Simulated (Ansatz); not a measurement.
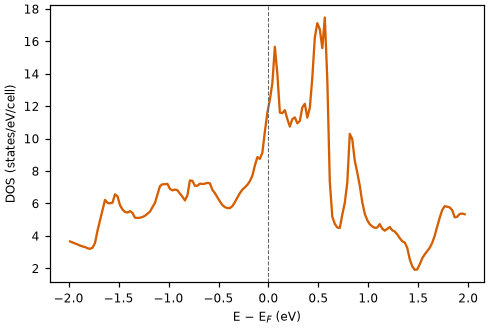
Figure: Density of states of ScZn2 (P6_3/mmc) near the Fermi level, PBEsol, rigid bands (Ansatz, a first-principles code).

Task: With 12 atoms a cell, what bare Sommerfeld coefficient γ = (π²/3) k_B² N(E_F) follows?

Result: N(E_F) ≈ 11.9 states/eV a cell at 300 K, so γ ≈ 2.3 mJ/(mol of atoms·K²), before electron-phonon enhancement.

Task: How far does the Fermi level move in a rigid band for 0.1 electron a cell added or removed?

Result: 8 meV and -9 meV.

A metal at this level (no band gap); rigid bands, thermally averaged at 300 K, both spins. Spin-orbit coupling is left out. Geometry: cell and atoms relaxed with PBEsol.

Computed structure, not matched to a measured one here, so possibly hypothetical: ScZn2 (P6_3/mmc).
